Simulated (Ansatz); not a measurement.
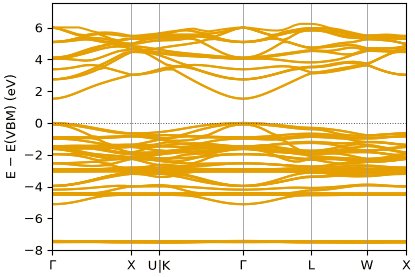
Figure. Band structure from r²SCAN with spin–orbit coupling (plane waves, PAW; program Ansatz)

**Question.** Read off the gap and where the band edges lie.

**Answer.** About 1.5 eV (1.52 eV by a search for the band edges); maximum at Γ, minimum at Γ.

The material is Lu2CdS4 (spinel, space group No. 227).

Space group Fd-3m (spinel). The workflow started from an entry of the Crystallography Open Database (COD). Whether it is the stable phase at ambient conditions was not checked. The cell was relaxed with r²SCAN under the symmetry of its start; its stability against distortions is not shown here.

Potentials: the later of the program's two PAW sets.
